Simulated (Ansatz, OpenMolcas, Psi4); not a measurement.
How methods differ on C2H8OSi (SMILES CC[SiH2]O)

C2H8OSi: 12 atoms, total charge 0, spin state singlet. SMILES: `CC[SiH2]O`. The shape is that of a PBE0-D4/def2-TZVP optimisation. This is one conformer, not always the lowest.

Quantity: the vertical ionisation energy (to the doublet cation), in eV. The values are calculated.

| level | kind | program | value (eV) |
| --- | --- | --- | --- |
| HF/cc-pVDZ | Hartree–Fock | Psi4 | 9.89 |
| SVWN5/cc-pVDZ | LDA | Ansatz | 9.66 |
| PBE/cc-pVDZ | GGA | OpenMolcas | 9.56 |
| r2SCAN/cc-pVDZ | meta-GGA | OpenMolcas | 9.78 |
| r2SCAN0/cc-pVDZ | hybrid meta-GGA | Ansatz | 10.11 |
| B2PLYP/cc-pVDZ | double hybrid | Ansatz | 10.07 |
| RPA@PBE/cc-pVDZ | RPA | Ansatz | 10.05 |
| RPA@PBE0/cc-pVDZ | RPA | Ansatz | 10.19 |
| MP2/cc-pVDZ | perturbation theory | Psi4 | 10.40 |
| CCSD/cc-pVDZ | coupled cluster or CI | Ansatz | 10.29 |

The values span 9.56 to 10.40 eV.

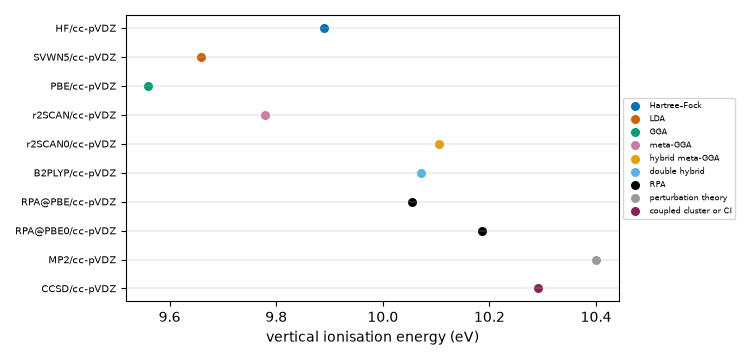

The values of the table, level by level.
